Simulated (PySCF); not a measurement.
## Electronic structure of SnPb (triplet) in real space

```yaml
atoms:
  - { symbol: Sn, position_ang: [0.0000, 0.0000, -1.7964] }
  - { symbol: Pb, position_ang: [0.0000, 0.0000, 1.0356] }
```

Core potentials replace the inner electrons of Sn and Pb.

These are results of PySCF 2.14.0, PBE0/cc-pVDZ(-PP), non-relativistic Hamiltonian with scalar-relativistic core potentials where named, at a bond length of 2.832 Å, not measurements.

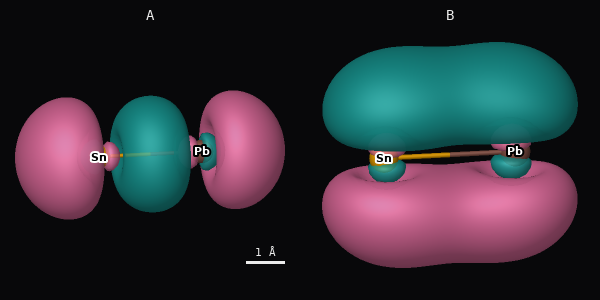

Figure 1. Two frontier α-spin orbitals, each drawn at the value that holds 80 % of its norm (teal and pink are the two phases), in no order; of a degenerate pair one member is drawn.

Name the orbitals and rank them from lowest to highest energy.

Answer. Orbital B: π, occupied in this spin, −5.37 eV; bonding, with no node between the atoms.
Orbital A: σ, occupied in this spin, −5.27 eV; shared between the atoms (Sn 50 %, Pb 50 %).

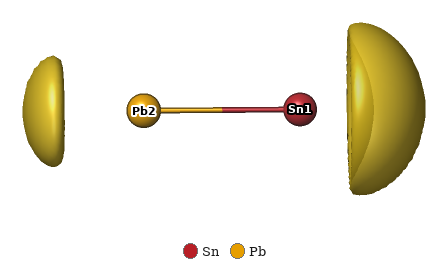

Figure 2. Isosurface of the electron localisation function at 0.75 (yellow), seen from one side. Only the valence region is drawn (cores and ρ < 0.01 e/Å³ removed).

What do the ELF domains correspond to?

Answer. At this value the surface marks out one lobe on Pb, pointing away from the bonds (non-bonding electrons) and one lobe on Sn, pointing away from the bonds (non-bonding electrons).


Sn–Pb (2.83 Å): the ELF reaches about 0.55 near the midpoint.

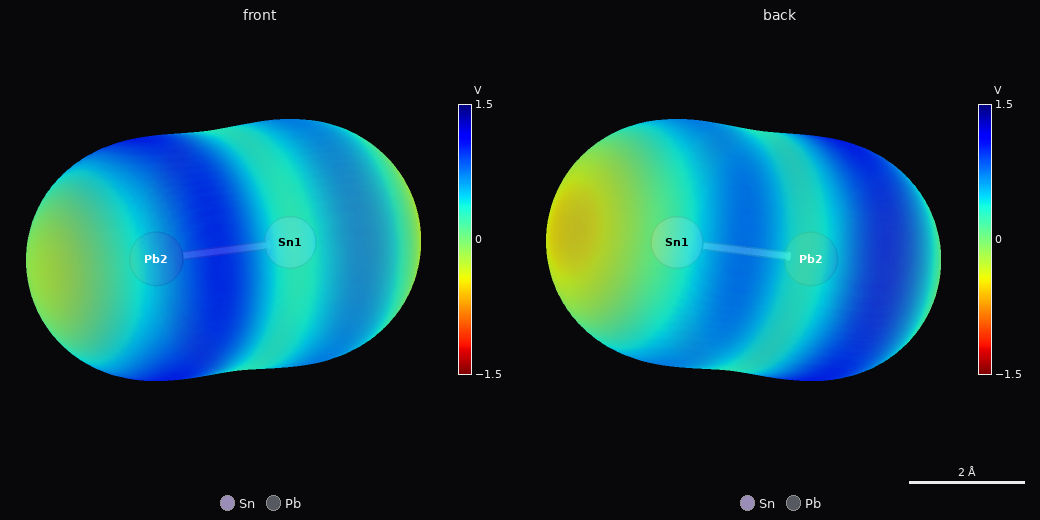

Figure 3. The electrostatic potential painted on the density surface at 0.002 e/bohr³, seen from the front and from behind; red is negative and blue positive.

Describe the electrostatic potential map.

Answer. The most negative region (about −0.5 V) lies over Sn1, the most positive (about +1.0 V) over Pb2.

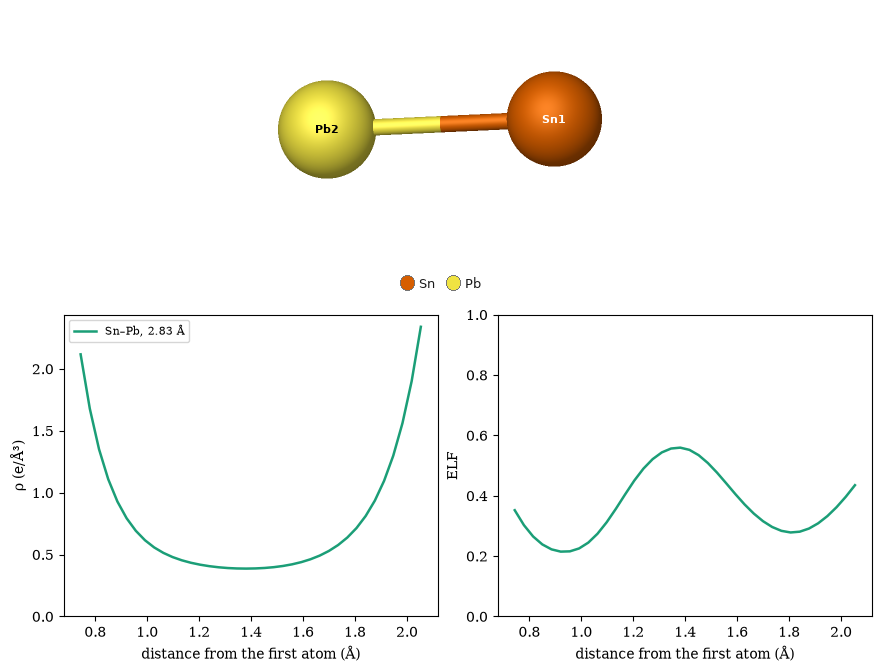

Figure 4. Electron density and electron localisation function along straight lines between neighbouring atoms. The curves leave out the atomic cores. The structure is drawn too.

What can be read from the curves?

Answer. Sn–Pb (2.83 Å): ρ at the midpoint is about 0.39 e/Å³; the ELF reaches about 0.55 near the midpoint.
